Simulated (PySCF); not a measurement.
SMILES O=C(C)CCB(O)O at its GFN2-xTB optimised geometry (Å):

```
17

C      3.0116    -0.7224     0.0000
C      1.5047    -0.7224     0.0000
O      0.8691    -1.7518    -0.0019
C      0.8810     0.6510     0.0000
C     -0.5515     0.7077    -0.5548
B     -1.6936     0.0743     0.3904
O     -2.7362     0.8742     0.7162
O     -1.6730    -1.1926     0.8521
H      3.3971     0.0252     0.6882
H      3.3893    -1.7071     0.2631
H      3.3591    -0.4725    -1.0015
H      1.5322     1.3244    -0.5628
H      0.8842     0.9959     1.0389
H     -0.7961     1.7518    -0.7486
H     -0.5625     0.1966    -1.5206
H     -3.3971     0.4408     1.2582
H     -0.8943    -1.6985     0.5817
```

Level of theory: PBE0/def2-SVP (PySCF 2.14.0). Cells within 0.4 Å of a nucleus heavier than hydrogen are left out (blank, or x).

Map of the electron localisation function on the plane z = 0.0 Å:

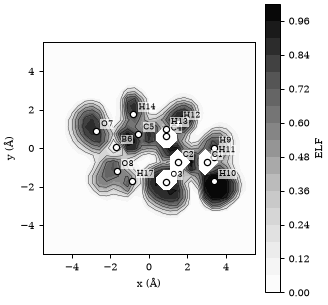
Figure. Electron localisation function on the plane z = 0.0 Å.
